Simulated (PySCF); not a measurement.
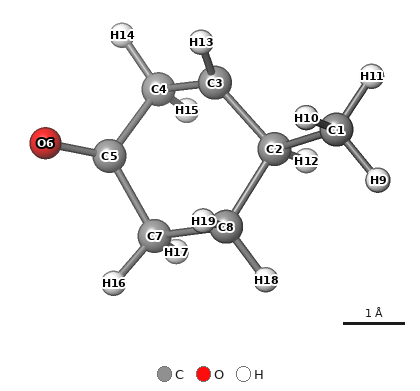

*The structure (ball-and-stick view, seen at a tilt; atoms are numbered from 1 in the order of the input).*

# C$_{7}$H$_{11}$O: EPR calculation

- system: C$_{7}$H$_{11}$O, multiplicity 2
- method: UKS B3LYP, pcH-1 on C H O, non-relativistic, mean-field spin-orbit, GIAO (PySCF 2.14.0)

It belongs to a series of runs on one base structure; here: H removed from sp3 C.

## Output
```
UKS, coarse grid
  cycle   1  E = -348.39354410  |g| = 6.36e-01
  cycle   2  E = -347.57149731  |g| = 1.51e+00
  cycle   3  E = -348.51898799  |g| = 2.78e-01
  cycle   4  E = -348.55805934  |g| = 8.11e-02
  cycle   5  E = -348.56136031  |g| = 2.97e-02
  cycle   6  E = -348.56178989  |g| = 1.08e-02
  cycle   7  E = -348.56188920  |g| = 3.34e-03
  cycle   8  E = -348.56190355  |g| = 1.74e-03
  cycle   9  E = -348.56190648  |g| = 6.89e-04
UKS, final grid
  cycle   1  E = -348.56191298  |g| = 9.53e-04
  cycle   2  E = -348.56191237  |g| = 1.58e-03
  cycle   3  E = -348.56191342  |g| = 2.97e-04
  cycle   4  E = -348.56191346  |g| = 6.17e-05
  cycle   5  E = -348.56191347  |g| = 3.52e-05
  cycle   6  E = -348.56191347  |g| = 1.33e-05
E = -348.56191347 Eh   <S^2> = 0.7587 (exact 0.7500)
g shifts (ppm)      1          2          3
  rmc          -173       -173       -173
  gc             15         10         41
  oz_so         112       1154       2029
  total         -46        991       1897
hyperfine (MHz)  atom isotope    a_iso     a_fc   dipolar eigenvalues
    0   13C       5.13       5.13     -1.21     -1.05      2.26
    1   13C     -26.14     -26.14     -2.08      0.12      1.95
    2   13C      90.75      90.75    -71.54    -70.59    142.13
    3   13C     -22.06     -22.06     -4.09     -0.53      4.62
    4   13C      47.40      47.40    -13.67     -4.04     17.71
    5   17O      -8.86      -8.86    -46.81     19.85     26.96
    6   13C      -5.36      -5.36     -1.21     -0.02      1.23
    7   13C      76.62      76.62     -4.86     -4.67      9.52
    8    1H      -0.23      -0.23     -1.57     -1.42      2.99
    9    1H      -1.34      -1.34     -2.65     -2.38      5.03
   10    1H      -1.48      -1.48     -3.28     -2.35      5.63
   11    1H      46.92      46.92     -4.45     -3.81      8.26
   12    1H     -55.83     -55.83    -34.40      0.64     33.76
   13    1H      18.82      18.82     -4.47     -2.60      7.06
   14    1H      53.38      53.38     -3.87     -3.41      7.28
   15    1H       1.76       1.76     -2.08     -0.83      2.91
   16    1H       1.94       1.94     -2.22     -1.48      3.70
   17    1H      28.60      28.60     -2.98     -1.52      4.49
   18    1H      -3.45      -3.45     -4.43     -2.00      6.43
```

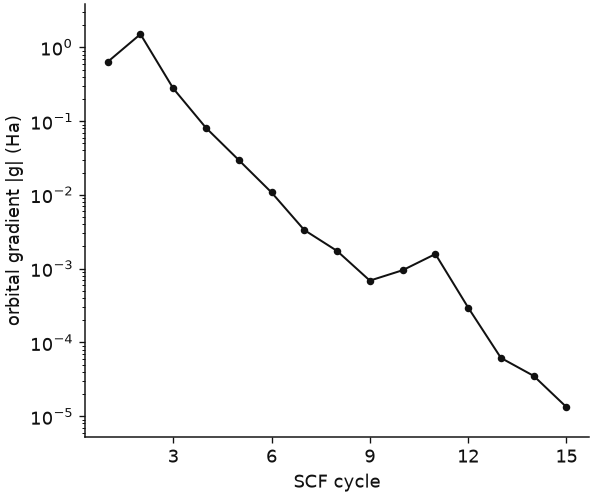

*Convergence of the self-consistent field: orbital gradient |g| against the SCF cycle.*

All cycles printed in the log are drawn one after another.

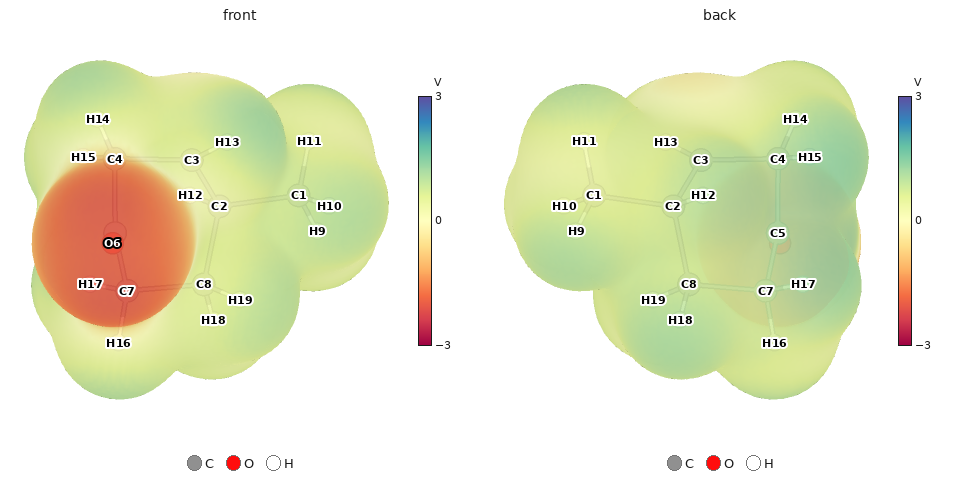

*The molecular electrostatic potential painted on the density surface at 0.004 e/bohr³, seen at a tilt and from behind; red is negative and blue positive.*

A positive charge is drawn to the negative regions and a negative charge to the positive ones.

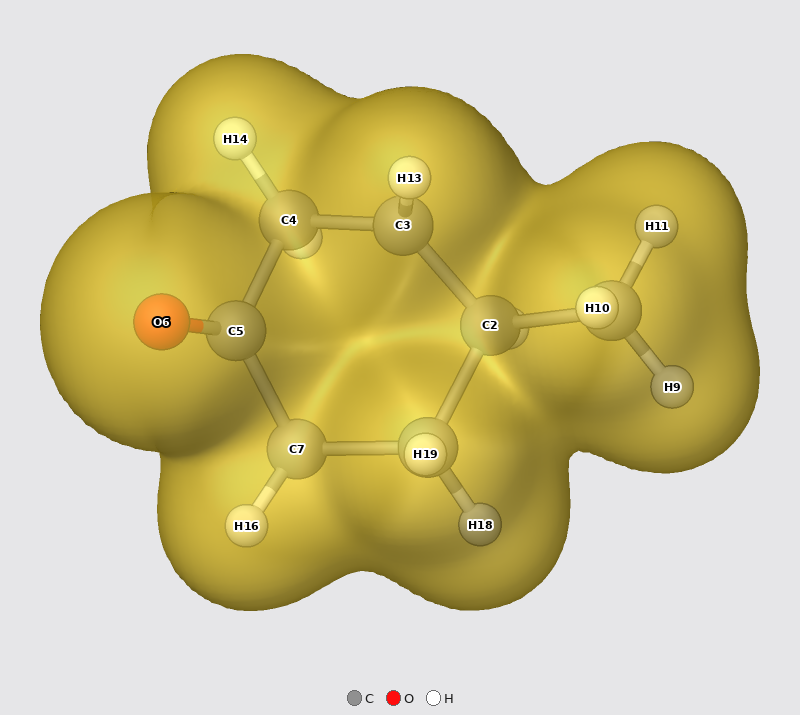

*Isosurface of the total electron density at 0.05 e/Å³ (yellow), seen at a tilt.*

At this value the surface is in one piece. On the grid the lowest density along these lines, outside the cores, is 2.8 e/Å³ (C–O, 1.21 Å), 1.8 e/Å³ (C–C, 1.47 Å), 1.9 e/Å³ (C–H, 1.08 Å) and 1.7 e/Å³ (C–C, 1.52 Å).

The run was set up as follows.

## Input
```
{"job": {"kind": "epr", "basis": "pcH-1"}, "charge": 0, "multiplicity": 2}
C     -2.276983    -0.123736     0.394672
C     -0.902971     0.065555    -0.239435
C     -0.108598    -1.187839    -0.263451
C      1.161323    -1.184152    -1.000606
C      1.850637    -0.330771     0.064442
O      2.596583    -0.794218     0.897124
C      1.370082     1.106815     0.046200
C     -0.078601     1.123983     0.534405
H     -2.817270     0.819711     0.420177
H     -2.178505    -0.491962     1.413331
H     -2.861597    -0.841020    -0.176101
H     -1.027664     0.434118    -1.266958
H     -0.291042    -1.948750     0.475411
H      1.627269    -2.162258    -1.084729
H      1.112715    -0.676166    -1.962420
H      2.001636     1.702676     0.705439
H      1.431177     1.508938    -0.967279
H     -0.519405     2.114714     0.405300
H     -0.098588     0.873612     1.597017
```

The first line tells a small driver script what to run in PySCF; the rest is the geometry in Å.

Command:
```bash
OMP_NUM_THREADS=1 python <driver script> task.json out
```

## Key numbers

| quantity | value |
| --- | --- |
| outcome | converged |
| total energy | −348.561913 hartree |
| ⟨S²⟩ | 0.759 |
| isotropic g | 2.0033 |
| hardware | 1 CPU thread, shared host |
| wall time | 2.4 min |
| peak memory | 0.97 GiB |
